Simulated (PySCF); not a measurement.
## Electronic structure of C2H14N2Si3 (SMILES CN([SiH3])C[SiH2]N[SiH3]) in real space

| atom | x (Å) | y (Å) | z (Å) |
| --- | --- | --- | --- |
| C | 0.8673 | 0.6150 | -2.2604 |
| N | 1.4192 | 0.0207 | -1.0728 |
| Si | 2.1916 | 0.9924 | 0.1087 |
| C | 0.8381 | -1.2688 | -0.7613 |
| Si | -1.0064 | -1.2758 | -0.2618 |
| N | -1.1627 | -0.2070 | 1.0837 |
| Si | -2.5924 | 0.3821 | 1.8620 |
| H | 1.4551 | 1.4870 | -2.5391 |
| H | 0.8978 | -0.1068 | -3.0821 |
| H | -0.1747 | 0.9270 | -2.1205 |
| H | 1.3250 | 1.8497 | 0.9461 |
| H | 2.8959 | 0.0560 | 0.9843 |
| H | 3.0930 | 1.8701 | -0.6390 |
| H | 0.9685 | -1.9207 | -1.6339 |
| H | 1.4264 | -1.7105 | 0.0447 |
| H | -1.8849 | -0.8367 | -1.3529 |
| H | -1.3711 | -2.6481 | 0.1121 |
| H | -0.2981 | 0.1845 | 1.4201 |
| H | -3.2530 | 1.4031 | 1.0402 |
| H | -3.4945 | -0.7526 | 2.0504 |
| H | -2.1491 | 0.9563 | 3.1332 |

Geometry: GFN2-xTB.

Level of theory: PBE0/pcSseg-1, SCF density, gas phase, non-relativistic in PySCF 2.14.0.

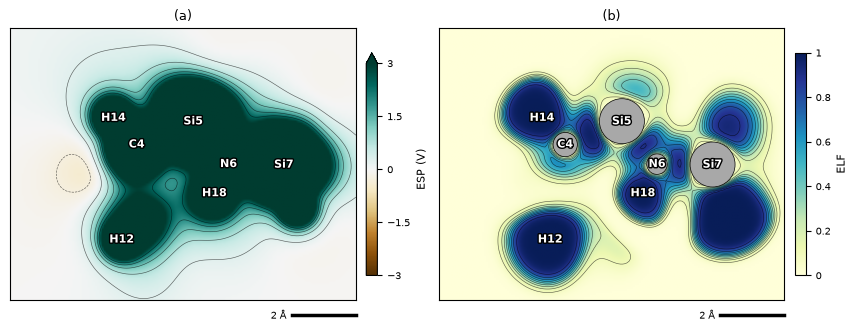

Figure 1. (a) molecular electrostatic potential; (b) electron localisation function on the plane of atoms Si5, N6 and H18. Grey discs cover the atomic cores in the ELF map.

**Read the bonding off the picture.**

The section cuts through C, Si, N and H sites.
Si–N (1.73 Å): the ELF peaks at about 0.90 between the atoms: a polar covalent bond.
C–Si (1.91 Å): the ELF peaks at about 0.95 between the atoms, as expected for a covalent bond.
N–H (1.01 Å): the ELF climbs to about 1 towards the hydrogen, as it does in any bond to H: an ordinary covalent bond to hydrogen.
C–H (1.10 Å): the ELF climbs to about 1 towards the hydrogen: a covalent bond by its length.
Outside the dense part of the molecule the potential is most negative (−0.4 V) near N2, which lies off the plane.

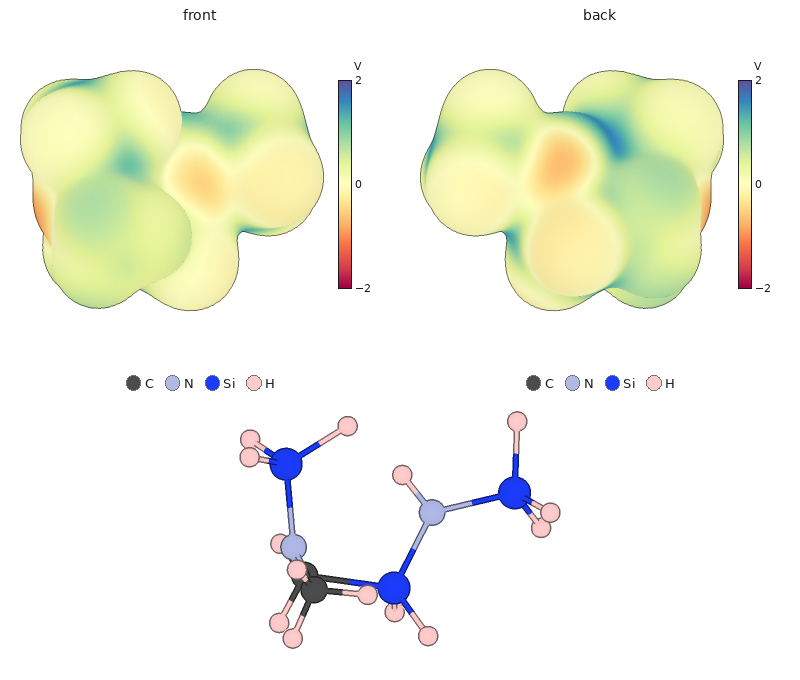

Figure 2. The electrostatic potential painted on the density surface at 0.002 e/bohr³, seen from the front and from behind; red is negative and blue positive. The bare structure is drawn below in the same view.

**Where is the surface potential most negative and most positive?**

The most negative region (about −0.8 V) lies over N2, the most positive (about +1.5 V) over Si3 and H18.

**How polar is the molecule by this calculation?**

Its dipole moment is 0.66 D.
